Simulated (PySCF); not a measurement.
# C9H21OP2: the cost of one run

Programs: PySCF 2.14.0, with routines of our own; each step states its level. All values are computed. Atoms count from 0.

## 1. The system as given

33 atoms, charge 1, multiplicity 1; geometry from: GFN2-xTB.

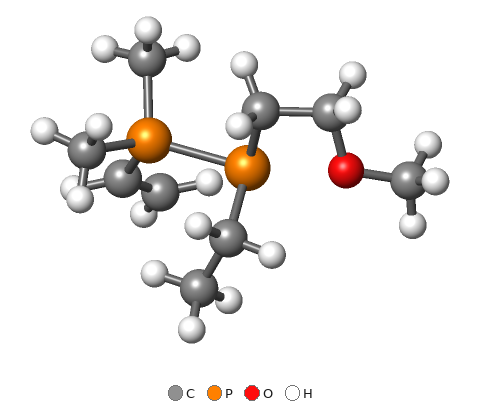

The starting geometry (carbon grey, phosphorus orange, oxygen red, hydrogen white).

## 2. Magnetic properties: GIAO PBE/pcSseg-1

Job settings and geometry (Å):

```
{"job": {"kind": "mag", "xc": "PBE", "basis": "pcSseg-1", "isotopologues": 0}, "charge": 1, "multiplicity": 1}
C     -2.133932    -1.460727    -1.975698
C     -2.585332    -1.014233    -0.814264
P     -1.703194     0.228042     0.151097
C     -2.254089     1.811301    -0.571427
C     -2.463912     0.176769     1.814565
P      0.495468    -0.010751    -0.229052
C      0.768922    -1.265886     1.115758
C      0.104140    -2.600041     0.802406
C      0.998452     1.561041     0.659198
C      2.435960     1.726116     0.170020
O      2.778757     0.412485    -0.230669
C      3.984422     0.288031    -0.955184
H     -1.194620    -1.125898    -2.387568
H     -2.683166    -2.184633    -2.554816
H     -3.521184    -1.356556    -0.390094
H     -2.041712     2.634885     0.108124
H     -1.733928     1.972092    -1.514816
H     -3.326525     1.767129    -0.757736
H     -2.007206     0.935840     2.448354
H     -2.314090    -0.803486     2.263877
H     -3.530765     0.376951     1.727807
H      0.414448    -0.870671     2.071903
H      1.849127    -1.404062     1.185533
H      0.348675    -3.326253     1.574309
H      0.451033    -2.990825    -0.151282
H     -0.980873    -2.503961     0.755248
H      0.958862     1.428247     1.741148
H      0.377833     2.410290     0.376173
H      2.495472     2.410382    -0.685238
H      3.117136     2.083974     0.950330
H      4.072908    -0.758169    -1.238848
H      4.835288     0.571457    -0.329565
H      3.970689     0.912943    -1.852659
```

Method: GIAO PBE/pcSseg-1 magnetisability, rotational g tensor and spin-rotation constants, non-relativistic, gas phase.

The run is started by

```bash
OMP_NUM_THREADS=1 python excited_run.py task.json out
```

This one command runs all jobs of the session in turn.

Q: Estimate the wall time and peak memory of this first job on 1 thread of Intel Xeon Platinum 8375C at 2.90GHz, shared host.

About 5.9 min, with a peak of 1.4 GiB.
